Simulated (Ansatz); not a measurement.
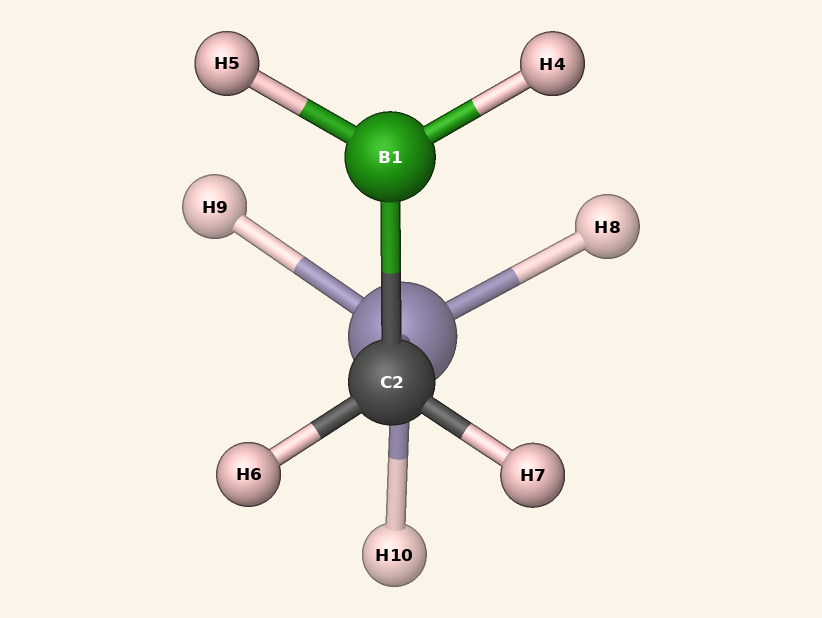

Ge3 lies behind C2. The molecule seen nearly along the C2–Ge3 bond, C2 in front. Depth is shown by fading: the farther an atom, the more it takes the colour of the background. The geometry was computed by an optimisation with PBE-D4/def2-SVP. No frequency run is at hand to confirm it as a minimum.

Q: What is the torsion angle B1–C2–Ge3–H8? The sign is positive where the front bond must turn clockwise to cover the back bond.

A: 64°, synclinal (gauche). The bonds about C2–Ge3 are staggered.
